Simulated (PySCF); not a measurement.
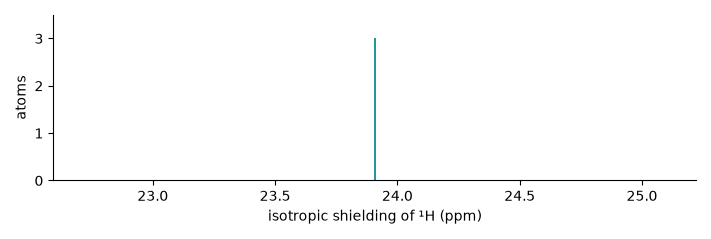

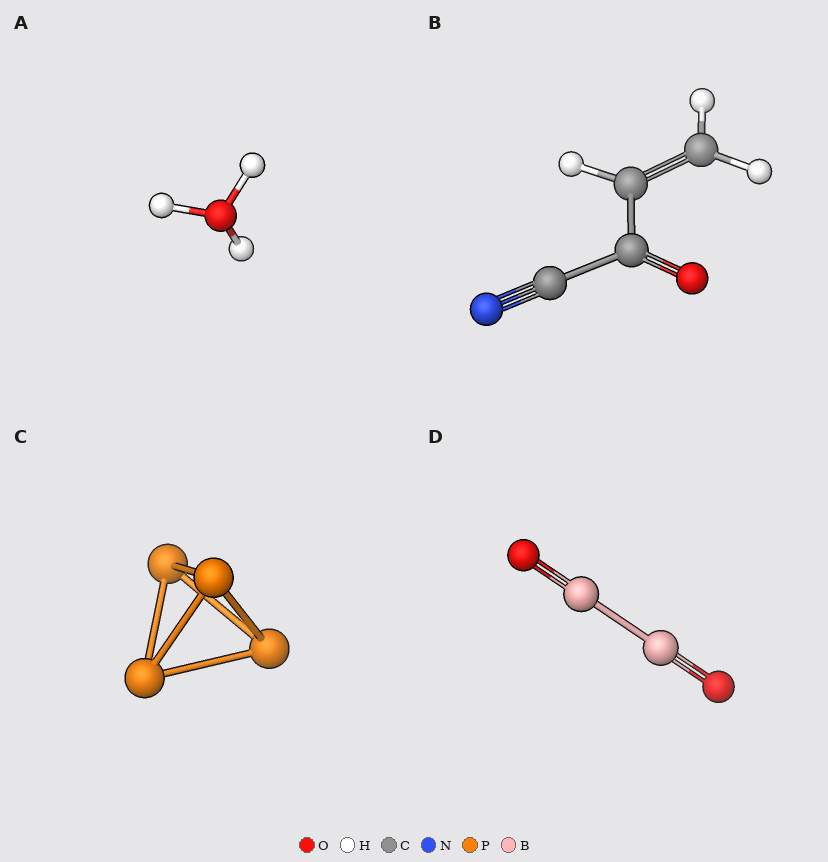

The sticks are computed shieldings of one of the molecules, for one fixed geometry (PBE0-D3(BJ)/def2-SVP) without averaging over rotations. Low shielding means a high chemical shift. Method: GIAO ωB97X-D/pcSseg-2 NMR shielding, non-relativistic, gas phase (PySCF 2.14.0).

**Which molecule gives this pattern?**

A, `[OH3+]`. Its 3 H atoms give lines at 23.91 (3 atoms) ppm.
